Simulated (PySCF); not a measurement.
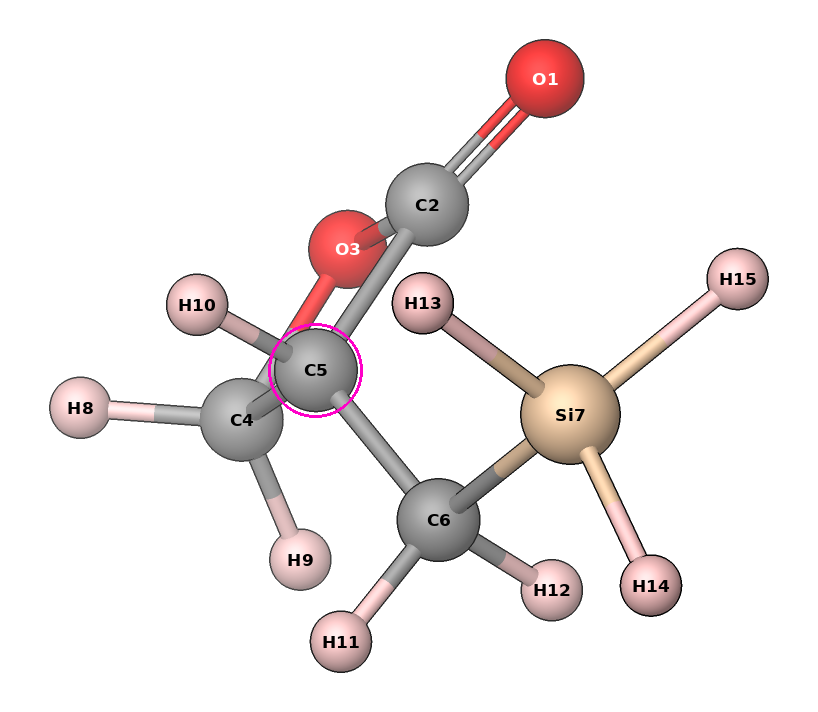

Distant atoms are faded towards the background colour. Circles mark the stereogenic atoms. Computed geometry: PBE0-D3(BJ)/def2-SVP optimisation. No frequency run is at hand to confirm it as a minimum.

What are the Cahn–Ingold–Prelog descriptors?

Answer. C5: R (priorities C6 > C2 > C4 > H10).

Give a SMILES with the stereochemistry.

Answer. O=C1OC[C@H]1C[SiH3]
